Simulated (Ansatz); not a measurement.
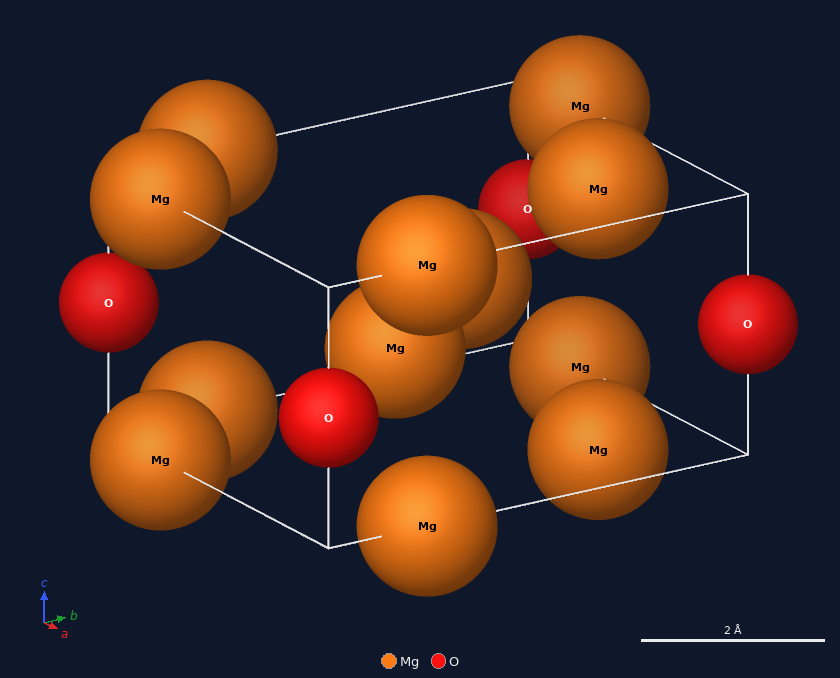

View slightly off an axis, drawn as a spheres-only model. Thin lines show the simulation cell, with boundary atoms drawn in all their periodic places.

```xyz
6
Lattice="7.1186 0.0000 0.0000 -3.5593 6.1649 0.0000 0.0000 0.0000 2.9108" Properties=species:S:1:pos:R:3 pbc="T T T"
Mg    6.2831    1.4471    2.9108
Mg    2.7238    4.7178    2.9108
Mg   -1.8883    6.1649    0.0000
Mg    3.5593    2.0550    1.4554
Mg    0.0000    4.1099    1.4554
O     0.0000    0.0000    1.4554
```

The calculation: DFT PBE, scalar-relativistic, plane waves, PAW (Ansatz), with E_cut = 420 eV, 6×6×12 k-mesh, Gaussian smearing of 0.1 eV, no spin polarisation.

**How are the electrons shared out in a Bader analysis?**

Mg +0.12 to +0.57 e; O -1.94 e.

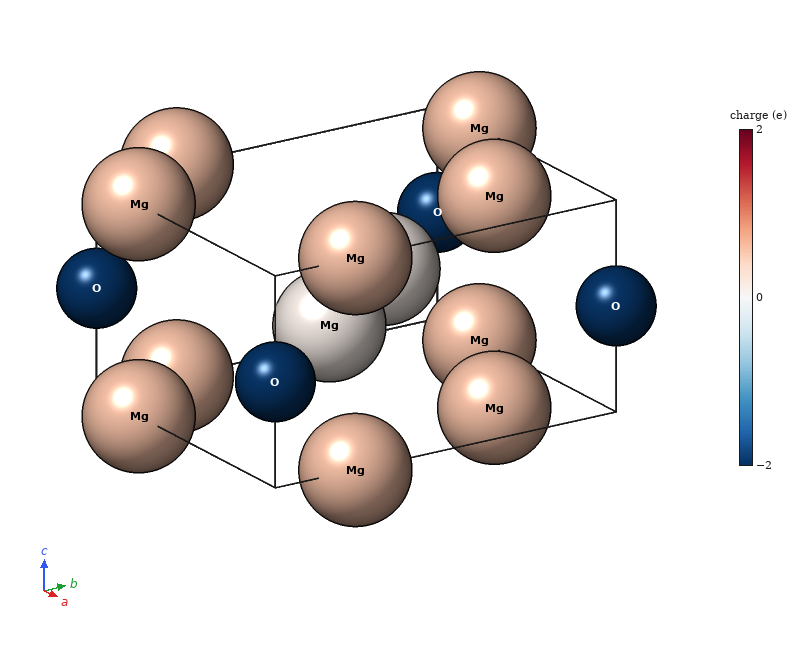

The atoms coloured by those charges.

Provenance: a structure type filled with these elements by a generator (whether the compound takes this form wasn't checked). Earlier steps of the study may have refined or changed the cell and positions. Ansatz was used for an electronic-structure calculation on it.
